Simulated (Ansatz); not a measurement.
ZnCd$_{2}$Se$_{3}$

```xyz
12
Lattice="4.2541 0.0000 0.0000 0.0000 4.2541 0.0000 0.0000 0.0000 18.2688" Properties=species:S:1:pos:R:3 pbc="T T T"
Zn    2.1271    2.1271    0.0000
Zn    0.0000    0.0000    9.1344
Cd    2.1271    2.1271    6.1758
Cd    0.0000    0.0000   15.3101
Cd    0.0000    0.0000    2.9586
Cd    2.1271    2.1271   12.0930
Se    2.1271    0.0000    7.7920
Se    0.0000    2.1271   16.9264
Se    2.1271    0.0000    1.3426
Se    0.0000    2.1271   10.4768
Se    0.0000    2.1271    4.5672
Se    2.1271    0.0000   13.7016
```

Space group I-4m2; a structure generated by program, which may or may not match a known phase.

Computed with DFT r2SCAN, scalar-relativistic, plane waves, PAW (Ansatz).

> What will maps of the valence pseudo-density and electron localisation function show?

Zn–Se (2.52 Å): ρ is about 0.42 e/Å³ halfway, with its minimum of 0.38 e/Å³ about 1.1 Å from Zn; the ELF is about 0.60 at the midpoint.
Cd–Se (2.67 Å): ρ at the midpoint is about 0.36 e/Å³; the ELF is about 0.40 at the midpoint and 0.15 at its lowest between the atoms.
Bader's partition of the density gives Zn +0.85, Cd +0.82 and Se −0.83 e.

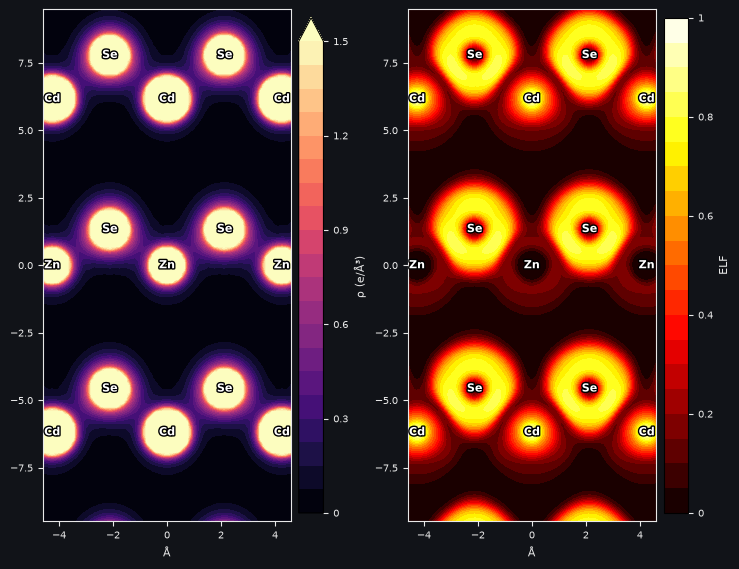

Computed valence pseudo-density and electron localisation function on the (100) plane of the conventional cell, in this order. 
